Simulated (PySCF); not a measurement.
SMILES O[Si](O)(O)F (H3FO3Si) at its PBE0/def2-SVP optimised geometry (Å):

```
8

O     -1.3175    -1.4323     1.3049
Si    -0.7572    -0.6219     0.0000
O     -1.3219     0.9126     0.0000
O      0.8777    -0.6219     0.0000
F     -1.2810    -1.3647    -1.3406
H     -2.2702    -1.5156     1.4007
H     -1.0769     1.4741    -0.7406
H      1.3219    -1.4741     0.0120
```

Method: PBE0/def2-TZVP in PySCF 2.14.0. Cells within 0.4 Å of a nucleus heavier than hydrogen are left out (blank, or x).

Map of the Laplacian of the electron density (e/bohr⁵), clipped to [-1.50, 1.50] on the plane z = 0.0 Å:

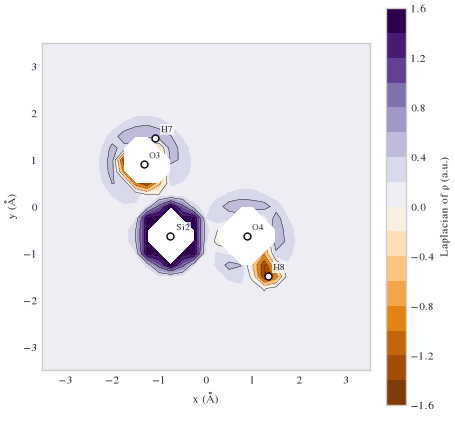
*Laplacian of the electron density (e/bohr⁵), clipped to [-1.50, 1.50] on the plane z = 0.0 Å.*
